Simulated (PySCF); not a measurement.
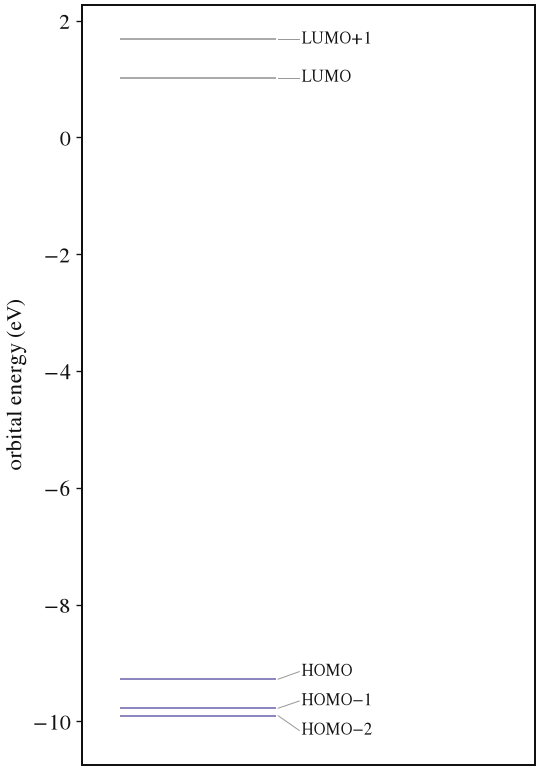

Kohn-Sham orbital energies near the frontier, ωB97X-D/def2-SVPD in PySCF 2.14.0, at a GFN2-xTB geometry (no frequency check), isolated molecule; empty levels in grey, levels within 0.03 eV side by side.

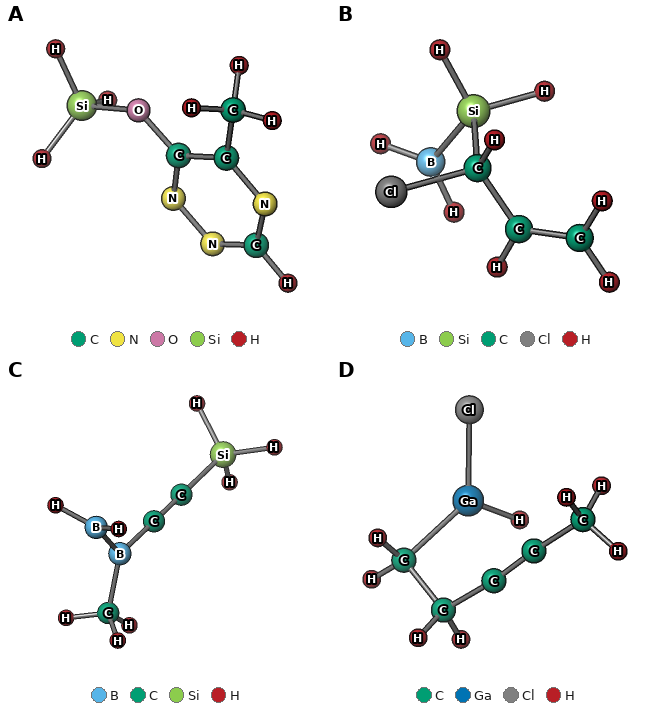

### Which molecule has this level scheme? Choose among the lettered structures.

Structure D, C₅H₈ClGa, SMILES CC#CC[CH2][GaH][Cl], singlet. HOMO −9.28 eV, LUMO 1.03 eV, separation 10.30 eV.

Note: the tight-binding geometry is rougher than a DFT one and adds to the error; one conformer of a flexible molecule; empty levels above zero depend strongly on the basis.
